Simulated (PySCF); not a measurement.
C$_{4}$H$_{4}$ClSi$_{2}$ (SMILES C#C[Si](Cl)C#C[SiH3]) (doublet)

```yaml
atoms:
  - { symbol: C, position_ang: [3.5436, -0.2213, 1.6751] }
  - { symbol: C, position_ang: [2.8069, -0.0377, 0.7373] }
  - { symbol: Si, position_ang: [1.7534, 0.4574, -0.6695] }
  - { symbol: Cl, position_ang: [2.5732, 0.0349, -2.4808] }
  - { symbol: C, position_ang: [-0.0171, 0.0885, -0.4944] }
  - { symbol: C, position_ang: [-1.2304, 0.0257, -0.4003] }
  - { symbol: Si, position_ang: [-3.0572, -0.1822, -0.2477] }
  - { symbol: H, position_ang: [4.1757, -0.4296, 2.4892] }
  - { symbol: H, position_ang: [-3.5229, 0.6726, 0.8475] }
  - { symbol: H, position_ang: [-3.6622, 0.2232, -1.5191] }
  - { symbol: H, position_ang: [-3.3576, -1.5890, 0.0367] }
```

Geometry: GFN2-xTB.

Method: PySCF, UKS B3LYP, pcH-1 on C Cl H Si, non-relativistic, mean-field spin-orbit, GIAO.

Question: What can the converged electron density, electron localisation function and spin density tell about the bonding?

Answer: C–C (1.21 Å): ρ at the midpoint is about 2.7 e/Å³; the ELF peaks at about 0.85 between the atoms (a multiple bond).
C–Si (1.82 Å): ρ at the midpoint is about 0.99 e/Å³; the ELF peaks at about 0.95 between the atoms (localised, covalent bonding).
C–H (1.05 Å): ρ at the midpoint is about 2.1 e/Å³; the ELF climbs to about 1 towards the hydrogen, as it does in any bond to H (an ordinary covalent bond to hydrogen).
Si–H (1.47 Å): ρ is about 0.81 e/Å³ halfway; the ELF climbs to about 1 towards the hydrogen.
The unpaired spin (1 electron) lies mostly on Si3 (about 0.6), C6 (about 0.1), C1 (about 0.1) and Cl4 (about 0.1), in electrons by Hirshfeld's partition.

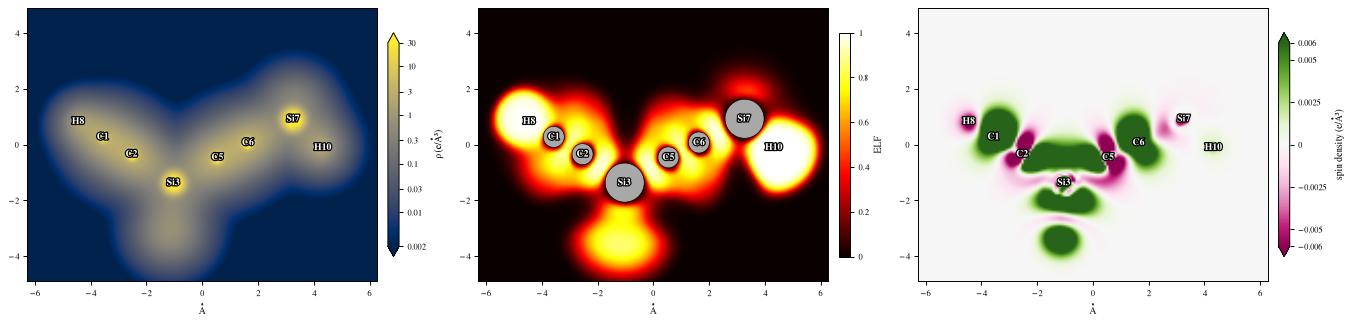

Computed electron density, electron localisation function and spin density on the plane of atoms C6, Si7 and H10, in this order. Grey discs cover the atomic cores in the ELF map. 
